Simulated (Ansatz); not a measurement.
The starting structures come from a database of crystals and need not be the phases stable at ambient conditions.

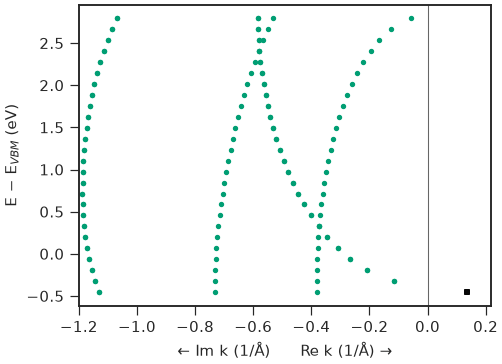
Complex bands at the centre of the two-dimensional zone; r2SCAN (Ansatz, a first-principles code)

No gap correction and no spin-orbit coupling; mid-gap values are interpolated between computed energies.

Problem. This is ScCuO₂ (P6_3/mmc, not sure to be the ambient phase, 8 atoms a cell, 12.8 Å³ an atom) along the normal of (001). Read off the slowest decay at the centre of the two-dimensional zone at 1.24 eV, the computed energy nearest the middle of the gap.

Solution. κ ≈ 0.33 1/Å, a decay length 1/(2κ) of the density of 1.5 Å.
